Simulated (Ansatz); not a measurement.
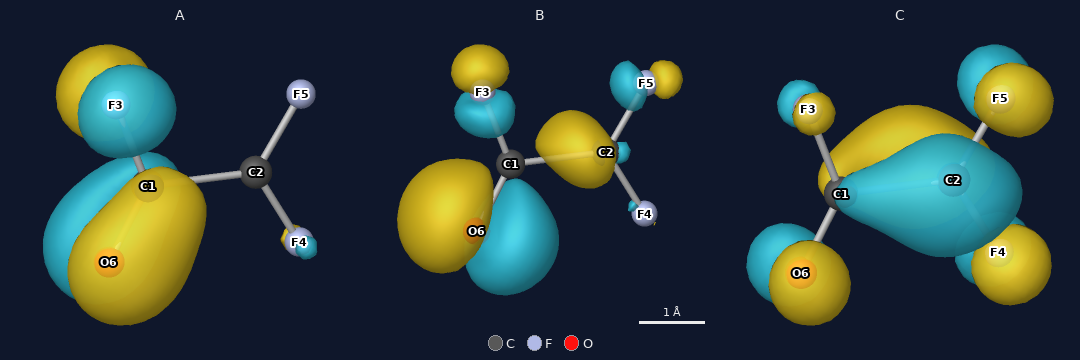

Figure 1: C2F3O (charge +1). Three frontier orbitals at ±0.15 Å⁻³ᐟ² (yellow and cyan are the two phases), in no order.

Geometry: B3LYP-D3(BJ)/def2-SVP.

Computed with isolated molecule in a Gaussian basis; Kohn-Sham density functional theory, functional PBE0 in Ansatz.

Input file:

```
crystal:
  periodic: [false, false, false]
  atoms:
    - symbol: C
      position_ang: [-1.760515, 0.212705, -0.447846]
    - symbol: C
      position_ang: [-0.908818, 0.047177, -1.740192]
    - symbol: F
      position_ang: [-1.116141, -0.280291, 0.560252]
    - symbol: F
      position_ang: [-1.353855, 0.460292, -2.815592]
    - symbol: F
      position_ang: [0.208541, -0.485512, -1.747131]
    - symbol: O
      position_ang: [-2.814126, 0.724996, -0.510713]
basis:
  gaussian: {orbitals: def2-TZVPD}
total_charge: 1
hamiltonian: {xc: {name: PBE0}}
output: {forces: true, orbitals: {seedname: orbitals}}
```

Command:

```sh
ansatz run input.yaml --threads 1 --pin off --max-ram 2610MiB --events-out events.jsonl --progress --plain --runs-dir runs
```

> Which picture is the HOMO−1, the HOMO and the LUMO?

A is the HOMO−1 (−18.24 eV). Its weight (Hirshfeld) is mainly on O6 (about 45 %), F3 (about 30 %) and C1 (about 20 %); it changes sign across the molecular plane (π type); π-bonding across C1–O6; π-antibonding (a node) across C1–F3. B is the HOMO (−16.74 eV). Its weight (Hirshfeld) is mainly on O6 (about 70 %), C1 (about 10 %), F3 (about 5 %) and C2 (about 5 %); it is symmetric in the molecular plane (an in-plane orbital: σ, lone-pair or in-plane π type); largely a lone pair of O6. C is the LUMO (−11.70 eV). It lies mainly on C2 (about 45 %), F5 (about 15 %), F4 (about 15 %), O6 (about 10 %) and C1 (about 10 %); it changes sign across the molecular plane (π type); π-antibonding (a node) across C1–O6 and C2–F5.

> What is the HOMO–LUMO gap?

5.04 eV between the orbital energies.
